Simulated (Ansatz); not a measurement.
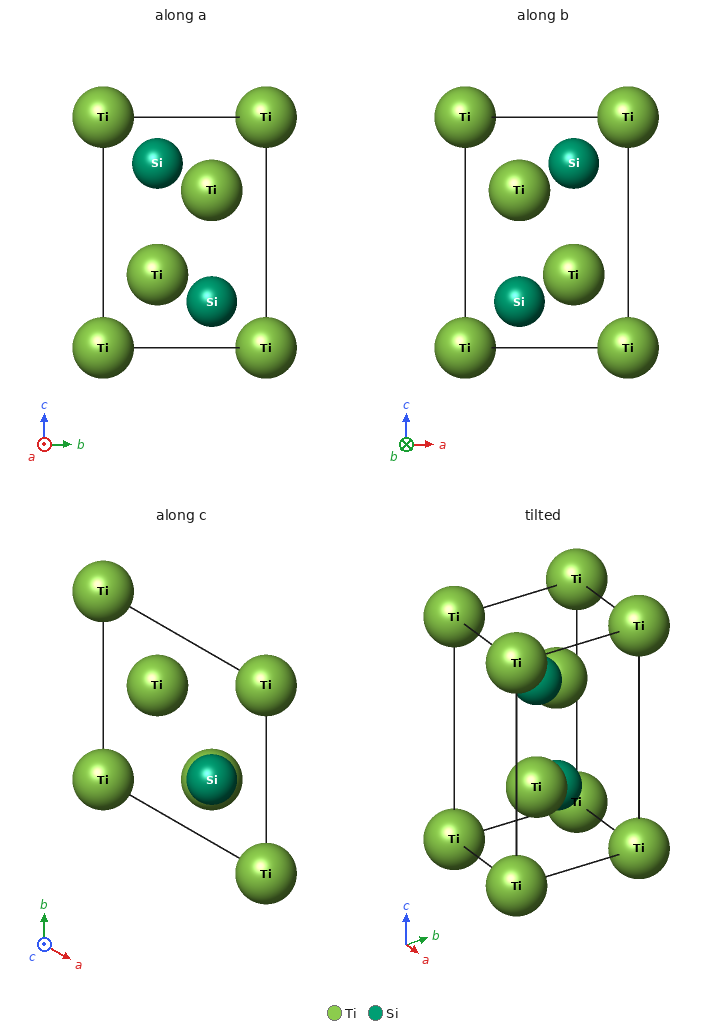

We look at a spheres-only model of the crystal along the a axis, along the b axis, along the c axis and slightly off an axis. Atoms at the boundary of the conventional unit cell (the box) are drawn once for each face, edge or corner they touch.

Lattice parameters: a = 4.3078 Å, b = 4.3078 Å, c = 5.2856 Å, α = 90.000°, β = 90.000°, γ = 120.000°.

Q: Convert the drawing into a CIF with its space group and independent sites, with free fractional coordinates to two decimals.

A:
```cif
data_structure
_symmetry_space_group_name_H-M 'P -3 m 1'
_symmetry_Int_Tables_number 164
_cell_length_a 4.3078
_cell_length_b 4.3078
_cell_length_c 5.2856
_cell_angle_alpha 90.000
_cell_angle_beta 90.000
_cell_angle_gamma 120.000
_cell_volume 84.95
loop_
_atom_site_label
_atom_site_type_symbol
_atom_site_symmetry_multiplicity
_atom_site_Wyckoff_symbol
_atom_site_fract_x
_atom_site_fract_y
_atom_site_fract_z
_atom_site_occupancy
Ti1 Ti 2 d 0.3333 0.6667 0.68 1
Ti2 Ti 1 a 0.00 0.00 0.00 1
Si1 Si 2 d 0.3333 0.6667 0.20 1
```

Provenance: a structure type filled with these elements by a generator (whether the compound takes this form wasn't checked). Earlier steps of the study, as a rule a relaxation of our own, may have changed the cell and positions, so they can lie some per cent off the listed ones. A calculation with Ansatz used it as input.
